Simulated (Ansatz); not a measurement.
**One shape, several levels: BN (boron nitride)**

Wanted: a comparison of 6 runs (UB3LYP/3-21G, UHSE06/6-31G, UPBE/6-31G, UPBE0/6-31G, RPA@PBE/6-31G, UCCSD(T)/3-21G) of BN (boron nitride). 

Program for the calculation: Ansatz 0.2.0.

69 further runs of the same task are left out: 69 set aside as unsound or not needed.

## 1. Starting point

BN has 2 atoms, charge 0, and is taken as a triplet. As SMILES, `B#N`. The N2–B1 distance was set to 2.631 Å, away from the relaxed value.

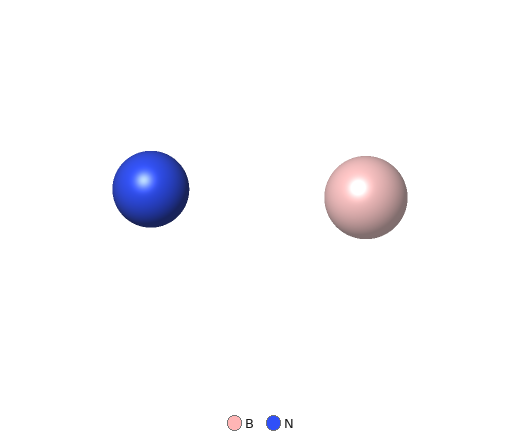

The structure, seen from a chosen angle (boron pink, nitrogen blue).

## 2. A single-point energy at UB3LYP/3-21G (run 1)

in.yaml

```yaml
crystal:
  periodic: [false, false, false]
  atoms:
    - {symbol: B, position_ang: [-0.000000, -0.000000, -1.338950]}
    - {symbol: N, position_ang: [0.000000, 0.000000, 1.291950]}
basis:
  gaussian: {orbitals: 3-21G.json}
magnetization: {spin_polarized: true, initial_magnetization: 2}
hamiltonian: {xc: {name: B3LYP}}
accuracy: high
```

The basis set 3-21G is read from a file made from the Basis Set Exchange's data (not shown).

On the command line:

```console
$ ansatz run in.yaml --threads 1 --pin off --max-ram 3480MiB --events-out events.jsonl --progress --plain --runs-dir runs
```

Output:

```text
Warning: RAYON_NUM_THREADS=1 ignored (pool sized by the plan → 1); use --threads N
Functional definition: B3LYP
  name "B3LYP"
  parameter a0 = 0.2
  parameter ax = 0.72
  parameter ac = 0.81
  exchange = (1 - a0 - ax)*slater_x + ax*b88_x + a0*exact_x
  correlation = (1 - ac)*vwn_rpa_c + ac*lyp_c
375 factors; integrals over basis functions are off by at most 3.1e-9 eV
mean field evaluation 1: about -2140.8092 eV, gradient 2.1e1 eV
mean field evaluation 2: about -2033.0878 eV, gradient 9.0e1 eV
mean field evaluation 4: about -2144.7034 eV, gradient 6.0e0 eV
mean field evaluation 8: about -2145.2197 eV, gradient 1.0e-1 eV
mean field evaluation 16: about -2145.2224 eV, gradient 2.3e-4 eV
mean field evaluation 32: about -2145.2181 eV, gradient 5.2e-1 eV
mean field -2145.22241283 eV, -78.8354695876 hartree, gradient 3.7e-9 eV, S^2 2.536447; 2 other end points of the search recorded, 0 dependent functions left out
reference -2145.22243664 eV, -78.8354704627 hartree; 7, 5 occupied and 11, 13 virtual orbitals, 375 factors
Total energy: -2145.22243664 eV, -78.8354704627 hartree
```

Run time: 0.76 s. Hardware: 1 thread of Intel Xeon 6975P-C (Granite Rapids), shared host.

## 3. A single-point energy at UHSE06/6-31G (run 2)

molecule.yaml

```yaml
crystal:
  periodic: [false, false, false]
  atoms:
    - symbol: B
      position_ang: [-0.000000, -0.000000, -1.338950]
    - symbol: N
      position_ang: [0.000000, 0.000000, 1.291950]
basis:
  gaussian:
    orbitals: 6-31G
magnetization:
  spin_polarized: true
  initial_magnetization: 2
accuracy: high
hamiltonian:
  xc: {name: HSE06}
```

On the command line:

```console
$ ansatz run molecule.yaml --threads 1 --pin off --max-ram 3480MiB --events-out events.jsonl --progress --plain --runs-dir runs
```

Output:

```text
Warning: RAYON_NUM_THREADS=1 ignored (pool sized by the plan → 1); use --threads N
Functional definition: HSE06
  name "HSE06"
  parameter a = 0.25
  parameter omega = 0.11/bohr
  exchange = pbe_x - a*pbe_x_sr(omega) + a*exact_x_sr(omega)
  correlation = pbe_c
415 factors; integrals over basis functions are off by at most 3.6e-9 eV
69 factors; integrals over basis functions are off by at most 9.8e-10 eV
mean field evaluation 1: about -2148.6642 eV, gradient 2.2e1 eV
mean field evaluation 2: about -2033.1313 eV, gradient 9.3e1 eV
mean field evaluation 4: about -2153.2079 eV, gradient 5.3e0 eV
mean field evaluation 8: about -2153.7168 eV, gradient 1.9e-1 eV
mean field evaluation 16: about -2153.7190 eV, gradient 3.2e-5 eV
mean field evaluation 32: about -2153.7190 eV, gradient 2.1e-3 eV
mean field -2153.71898902 eV, -79.1477130034 hartree, gradient 3.7e-8 eV, S^2 2.568853; 2 other end points of the search recorded, 0 dependent functions left out
reference -2153.71899083 eV, -79.1477130699 hartree; 7, 5 occupied and 11, 13 virtual orbitals, 415 factors
Total energy: -2153.71899083 eV, -79.1477130699 hartree
```

Wall time 0.93 s (1 thread of Intel Xeon 6975P-C (Granite Rapids), shared host).

Runs 3 to 5 aren't shown in full; the table further down has their settings and results.

## 4. The energy at UCCSD(T)/3-21G (run 6)

input.yaml

```yaml
crystal:
  periodic: [false, false, false]
  atoms:
    - {symbol: B, position_ang: [-0.000000, -0.000000, -1.338950]}
    - {symbol: "N", position_ang: [0.000000, 0.000000, 1.291950]}
basis:
  gaussian: {orbitals: 3-21G.json}
magnetization: {spin_polarized: true, initial_magnetization: 2}
correlation: {method: ccsd_t, frozen_orbitals: {B: 1, "N": 1}}
accuracy: high
scf: {omitted_lower_state_checks: [cluster_reference, increment]}
```

The basis set 3-21G is read from a file made from the Basis Set Exchange's data (not shown).

On the command line:

```console
$ ansatz run input.yaml --threads 1 --pin off --max-ram 3480MiB --events-out events.jsonl --progress --plain --runs-dir runs
```

Output:

```text
Warning: RAYON_NUM_THREADS=1 ignored (pool sized by the plan → 1); use --threads N
[... 17 lines left out ...]
2 core orbitals not correlated: weight in the atoms' cores, before any rotation towards them, 1.000 or more for the frozen orbitals, at most 0.000 for the correlated occupied ones
[... 54 lines left out ...]
Total energy: -2137.99186010 eV, -78.5697516759 hartree
Checks for a lower state left out: cluster_reference, increment
```

It took 0.46 s on 1 thread of Intel Xeon 6975P-C (Granite Rapids), shared host.

## 5. All runs side by side

```
run           level  frozen core orbitals  energy (Eh)   ⟨S²⟩  wall time
  1    UB3LYP/3-21G                     –   -78.835470  2.536     0.76 s
  2    UHSE06/6-31G                     –   -79.147713  2.569     0.93 s
  3      UPBE/6-31G                     –   -79.142843  2.310     0.75 s
  4     UPBE0/6-31G                     –   -79.152003  2.576     0.62 s
  5   RPA@PBE/6-31G                     2   -79.069688  2.310      1.1 s
  6  UCCSD(T)/3-21G                     2   -78.569752  3.018     0.46 s
```

## 6. Results

```
                                          quantity         value
                               run 6: total energy  -78.56975 Eh
run 6: correlation energy (2 core orbitals frozen)     -75.7 mEh
                             run 6: (T) correction     -0.66 mEh
          run 6: ⟨S²⟩ of the reference determinant         3.018
                              run 6: T1 diagnostic         0.018
```

Totals of different functionals can't be ranked against each other. Spin contamination of the reference: run 6 ⟨S²⟩ = 3.02, run 4 ⟨S²⟩ = 2.58, run 2 ⟨S²⟩ = 2.57, run 1 ⟨S²⟩ = 2.54, run 3 ⟨S²⟩ = 2.31, run 5 ⟨S²⟩ = 2.31. Where it is this large, the reference is a mixture of spin states, and values that rest on it are in doubt. All runs together took 4.6 s, the longest 1.1 s.
